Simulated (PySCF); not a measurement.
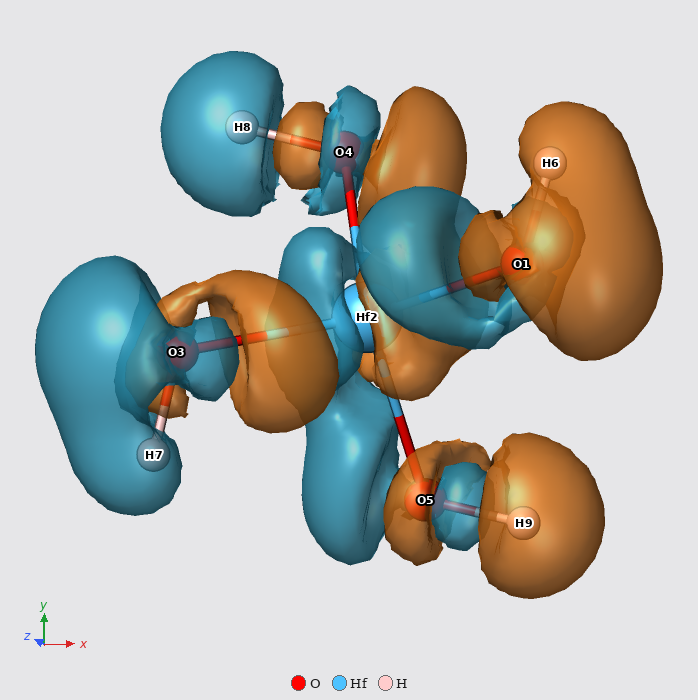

*H₄HfO₄, SMILES `O[Hf](O)(O)O`. Change of the electron density in a uniform field of 0.21 V/Å, surfaces at ±0.0015 e/Å³ (light blue: gain, orange: loss).*

Level of theory: PBE0/def2-TZVP (PySCF), at a geometry from GFN2-xTB. Core potentials replace the inner electrons of Hf; spin–orbit coupling isn't included. This is a single-reference result, which may miss multireference character in this system. No frequency check shows the geometry to be a minimum. A basis without diffuse functions makes polarisabilities too small. GFN2-xTB bond lengths at metals and heavier atoms can be off by up to 0.1 Å and shapes distorted, which carries into these values.

Question: Along which Cartesian direction does the field point?

Answer: Along +x: electrons gather on the −x side, against the field.

Question: How large is the response?

Answer: The induced dipole is 0.50 D (along the field); α along this axis, from the fields in both directions, is 49 bohr³ (7.3 Å³).

Question: Which atoms gain and lose the most charge?

Answer: Electrons gather most on O3 (Hirshfeld charge changes by −0.008 e) and leave O1 most (+0.008 e); 0.048 electrons are displaced in all.

Run time: 26 s on 1 thread of Intel(R) Xeon(R) 6975P-C (Granite Rapids), with other jobs on the host, peak memory 0.88 GiB.
